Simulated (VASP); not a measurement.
Band structure of Tl3VSe4 (space group I-43m). Computed with r2SCAN meta-GGA, VASP's PBE PAW potentials (set 64) (plane waves; VASP 6.6.1).

Unless said otherwise, spin-orbit coupling is left out, though it shifts the bands of the heavy elements here.

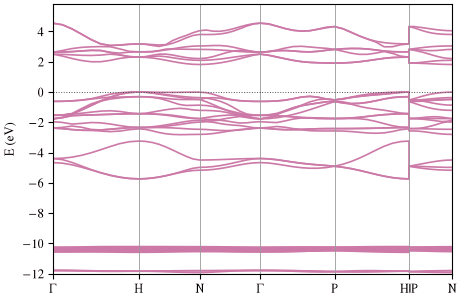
Bands along high-symmetry lines, zero at the valence-band maximum or, without a gap, the Fermi level

Problem. Read the plot: is there a gap, and where are the band edges?

Solution. The gap is indirect, 1.82 eV, from the valence maximum at H to the conduction minimum at N.

The structure comes from a computed database's Tl3VSe4 entry (I-43m); how it stands against other phases isn't given here. It was relaxed first. The run is not spin-polarised, so no magnetic state was tried.
